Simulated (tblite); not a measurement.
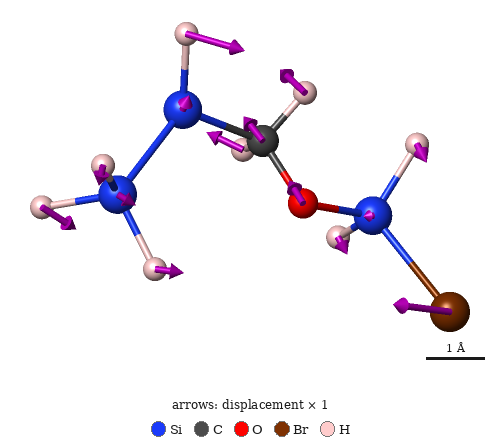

This is a relaxation of CH$_{8}$BrOSi$_{3}$ (multiplicity 2). The starting structure is drawn; purple arrows show the displacements, at their true length. The two geometries are superimposed by the best rigid fit.

The picture is a ball-and-stick view, seen at a tilt.

Method: GFN2-xTB geometry optimisation, gas phase in tblite 0.8.0. 

Q: Describe the change and its energy.

A: Over 104 geometry steps the energy falls by 1.053 eV. The atom that moves furthest after the best rigid fit is the Br atom (1.41 Å). By element the largest moves are Br 1.41 Å, H 1.16 Å, C 0.65 Å, O 0.62 Å, Si 0.38 Å. Near-neighbour distances that change, for instance: O–Si 1.737 → 1.604 Å, Si–Si 2.166 → 2.291 Å, C–Si 1.832 → 1.923 Å, C–O 1.356 → 1.418 Å. Among the angles between lasting bonds that change: C–O–Si 105.4° → 131.3°, Si–C–O 118.3° → 102.9°, C–Si–H 117.4° → 102.9°. Cost: 0.78 s on 1 thread of Arm Neoverse V2, with other jobs on the host.
